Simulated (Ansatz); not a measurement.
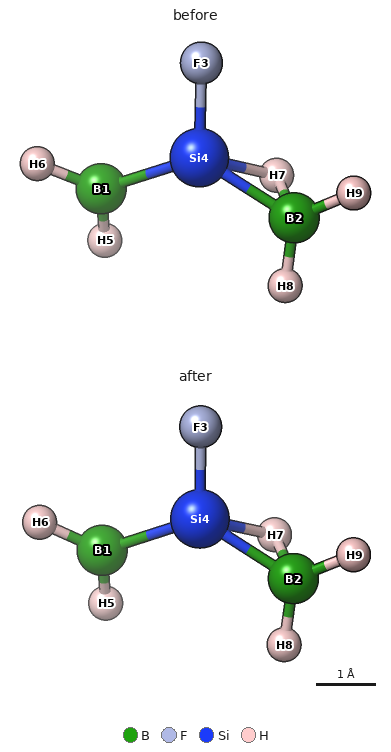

The structure of B$_{2}$SiH$_{5}$F before (top) and after (bottom) a relaxation, at one scale.

The picture is a ball-and-stick view, seen at a tilt.

It is one of the separated reactants of a reaction.

The calculation used RKS PBE0-D4/def2-TZVP (Ansatz).

The input:
```yaml
crystal:
  periodic: [false, false, false]
  atoms:
    - {symbol: B, position_ang: [-0.279754, 1.125504, -1.479100]}
    - {symbol: B, position_ang: [-0.185041, -0.994747, 1.251485]}
    - {symbol: F, position_ang: [2.025740, 1.006554, 0.477597]}
    - {symbol: Si, position_ang: [0.484321, 0.484499, 0.251878]}
    - {symbol: H, position_ang: [-1.041693, 0.399978, -2.085524]}
    - {symbol: H, position_ang: [-0.117196, 2.267671, -1.854812]}
    - {symbol: H, position_ang: [0.564754, -1.250967, 0.131650]}
    - {symbol: H, position_ang: [-1.303564, -1.336262, 0.919096]}
    - {symbol: H, position_ang: [0.383345, -1.401486, 2.240716]}
basis:
  gaussian: {orbitals: def2-TZVP}
hamiltonian: {xc: pbe0, dispersion: d4}
relax: {f_tol: 0.005, max_steps: 200}
```

Run as
```bash
ansatz run in.yaml --threads 2 --pin off --events-out ev --progress --plain --max-ram 4352MiB
```

Question: What changed between the two?

Answer: H6 moves most after the best rigid fit: 0.087 Å. By element the largest moves are H 0.087 Å, F 0.050 Å, B 0.021 Å, Si 0.017 Å. Some distances before and after: Si4–H7 1.741 → 1.696 Å, F3–Si4 1.643 → 1.599 Å, B2–Si4 1.907 → 1.883 Å, B1–H5 1.214 → 1.193 Å. Over 10 accepted moves (12 points after the start) the energy falls by 1.37 kcal/mol. Largest force component: 1.2 eV/Å at the start, 0.0024 eV/Å at the end. The line search rejected the trial steps at points 5, 11 of the run.
